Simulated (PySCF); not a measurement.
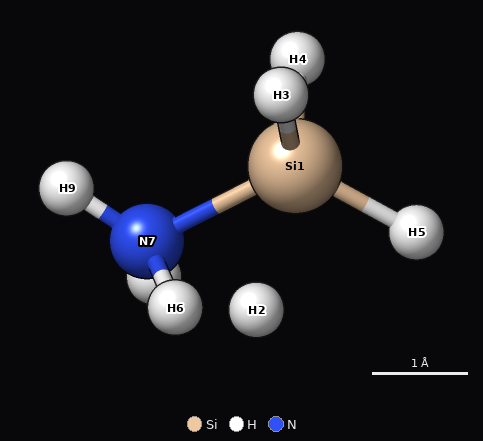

Fig. 1: The structure (ball-and-stick view, seen at a tilt; atoms are numbered from 1 in the order of the input). Bond lengths as drawn: H–N 1.01 to 1.19 Å, H–Si 1.48 to 1.52 Å and N–Si 1.88 Å.

# Two runs on SiNH7

System: SiNH7.
Method of run A: RKS PBE-D4/def2-TZVPP, density fitting (PySCF 2.14.0).

The geometry comes from this level: PBE0-D4/def2-TZVP. Text and figures count atoms from 1; the logs count them from 0 in places.

**Input, run A**
```python
import json, numpy as np
from pyscf import gto, scf, dft, mp, cc
EV, BOHR = 27.211386245988, 0.529177210903
mol = gto.M(atom="""
Si -0.015519 -0.043462 0.821611
H 1.637026 0.055053 -0.055739
H 0.480090 -1.339135 1.345429
H -1.488038 -0.108685 1.182703
H 0.399421 1.218736 1.479845
H 0.862624 0.076632 -0.933740
N -0.325859 0.043564 -1.030547
H -0.801713 0.876703 -1.361413
H -0.748132 -0.779406 -1.448150
""", basis="def2-tzvpp", charge=0, spin=0, max_memory=8670, verbose=0)
def mean_field(mol, dm=None):
    mf = dft.RKS(mol, xc="pbe").density_fit()
    mf.conv_tol = 1e-9; mf.grids.level = 4
    mf.kernel(dm0=dm)
    if not mf.converged: mf = mf.newton().run(mf.mo_coeff, mf.mo_occ)
    assert mf.converged
    return mf
def d4(mol):
    from pyscf.dispersion.dftd4 import DFTD4Dispersion
    real = gto.M(atom=[(mol.atom_pure_symbol(i), mol.atom_coord(i)) for i in range(9)], unit='B', charge=mol.charge, spin=None, basis='def2-svp', verbose=0)
    r = DFTD4Dispersion(real, xc="pbe", atm=True).get_dispersion(grad=True); return r["energy"], r["gradient"]
def energy_and_gradient(mol, dm=None):
    mf = mean_field(mol, dm); e, g = d4(mol)
    return mf, (mf.e_tot + e) * EV, (mf.nuc_grad_method().kernel()[:9] + g) * EV / BOHR
out = {}
mf = mean_field(mol); e = d4(mol)[0]
out.update(energy=(mf.e_tot + e) * EV, converged=True, dispersion=e * EV)
out['s2'] = mf.spin_square()[0]; out['nelec'] = mol.nelec
print(f"Total energy {out['energy']:.6f} eV, <S^2> {out['s2']:.4f}")
json.dump(out, open("out.json", "w"), default=float)
```

Launched with:
```bash
OMP_NUM_THREADS=4 python run.py
```

Hardware: 4 threads of Arm Neoverse V1, 23 GiB of memory available, shared host.

**Output (run A)**
```
Total energy -9474.400062 eV, <S^2> 0.0000
```

For run B the input was changed thus:
```diff
-    mf = dft.RKS(mol, xc="pbe").density_fit()
+    mf = dft.RKS(mol, xc="r2scan").density_fit()
-    r = DFTD4Dispersion(real, xc="pbe", atm=True).get_dispersion(grad=True); return r["energy"], r["gradient"]
+    r = DFTD4Dispersion(real, xc="r2scan", atm=True).get_dispersion(grad=True); return r["energy"], r["gradient"]
```

How does run B compare with run A?

The total energies belong to different models, so their difference says nothing on which is more stable or more accurate. The functional changes from PBE to r2SCAN. On the same kind of shared host run B took about 2.4 times as long.

**Output (run B)**
```
Total energy -9478.860288 eV, <S^2> 0.0000
```

**The two runs side by side**

| quantity | run A | run B |
| --- | --- | --- |
| outcome | converged | converged |
| total energy (hartree) | −348.177780 | −348.341691 |
| basis functions | 171 | 171 |
| wall time (shared host) | 6.9 s | 16 s |
